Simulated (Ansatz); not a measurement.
Amorphous In$_{24}$O$_{39}$Ga$_{2}$

The cell was made by melting and quenching with the CHGNet potential and then relaxed with DFT. O atoms were pushed apart under 1.9 Å during the dynamics, to hinder bonds among them. The hot cell started wider than the set density and was brought back towards it in steps. It is the lowest in DFT energy of 2 quenches. It is a model cell: composition and starting density were chosen by hand, and all elements were melted together. No dispersion term was used. Cycles of charging and discharging annealed it further.

Methods: PBE, scalar-relativistic without spin-orbit coupling (Ansatz, a program for electronic structure); r2SCAN, scalar-relativistic without spin-orbit coupling (Ansatz); HSE06, scalar-relativistic without spin-orbit coupling (Ansatz). Geometry, pressure, stress and energy are those of the PBE run. Its sampling: a 2×2×2 Γ-centred mesh; Fermi-Dirac width 0.02 eV; no spin polarisation. Other functionals are single points at the zone centre (r2SCAN at 500 eV; exact exchange cut at the cell's faces), free to take moments where seeds were set. At PBE the levels at the filled edge of the gap are localised (band-tail or defect states).

```json
{
 "number_of_atoms_in_the_cell": "65",
 "Density (volume relaxed, without dispersion)": "6.40 g/cm³",
 "volume_per_atom": "14.05 Å^3",
 "Pressure on a 2×2×2 Γ-centred mesh": "14.1 kbar",
 "Largest force and stress component on that mesh (the relaxation ran on the zone centre alone)": "0.05 eV/Å and 1.6 GPa",
 "Energy relative to bixbyite In2O3 + beta Ga2O3 (lowest mix at this level among the phases computed, not always the ambient ones)": "0.124 eV/atom",
 "Level gap on a 2×2×2 Γ-centred mesh (PBE)": "0.67 eV",
 "Level gap at the zone centre (PBE)": "0.70 eV",
 "Level gap at the zone centre (r2SCAN)": "1.16 eV",
 "Level gap at the zone centre (HSE06)": "2.14 eV"
}
```

Cut-offs for bonds: In-In 3.12 Å, In-O 2.62 Å, In-Ga 2.90 Å, O-O 1.58 Å, O-Ga 2.26 Å, Ga-Ga 2.68 Å. Two cations that share two anions don't count as bonded, nor two that share one unless they lie closer than In-In 3.04 Å, In-Ga 2.82 Å, Ga-Ga 2.61 Å.

```yaml
Mean coordination of In by anions: 5.58 (2 with 4, 6 with 5, 16 with 6)
Mean coordination of O: 3.69 (13 with 3, 25 with 4, 1 with 5)
Mean coordination of Ga by anions: 5.00 (1 with 4, 1 with 6)
Mean In-O bond: 2.201 Å (spread 0.101 Å, 134 counted)
Mean O-Ga bond: 1.982 Å (spread 0.085 Å, 10 counted)
```

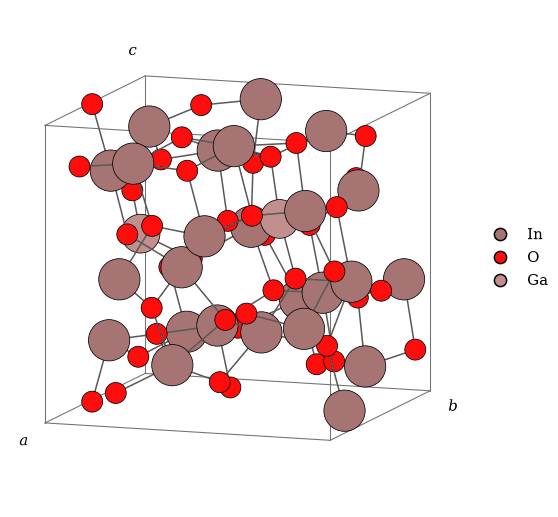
Fig. 1. The relaxed cell

Its density started from a set value of 6.42 g/cm³. Cooling (nominally 220 K/ps over its main leg) ran many orders faster than in experiment, which tends to leave more defects and strain. Values belong to this one cell and scatter from quench to quench. The volume was free in the relaxation, at fixed shape. Stress components on the final sampling reach 1.6 GPa. Cycles of charging lowered its energy after that relaxation.
